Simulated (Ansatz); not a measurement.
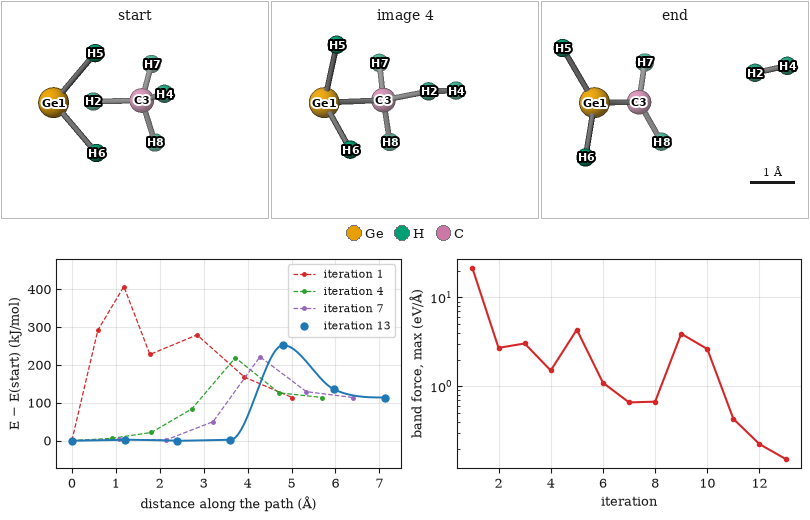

NEB run on CH6Ge, made up at the start of GeH2 and CH$_{4}$. Images are numbered from 0 (start) to 6 (end). The plot follows the band through its iterations. Style: ball-and-stick. Shown from a free direction.

Method: Ansatz 0.2.0, RKS PBE0-D4/def2-SVP. Set-up: 5 movable images; climbing image; force threshold 0.2 eV/Å; iteration limit 60; starting path through a guess of the saddle point.

### How did the profile develop, and is the result final?

The run met only a loose threshold, so the barrier can't be trusted yet. The band converged in 13 iterations. The largest component of the band force went from 21 to 0.15 eV/Å. The climbing image converged on the top of the path. Its curvatures weren't checked. The force threshold is so loose that the height of the top is at best an upper bound. The first iteration put the highest image at 407.5 kJ/mol. Forward barrier 252.5 kJ/mol, backward barrier 138.4 kJ/mol, with image 4 at the top; the reaction energy is +114.1 kJ/mol.

Limits of the set-up: the start holds two separate molecules, 2.2 Å apart at their closest, whose relative position is a soft coordinate.
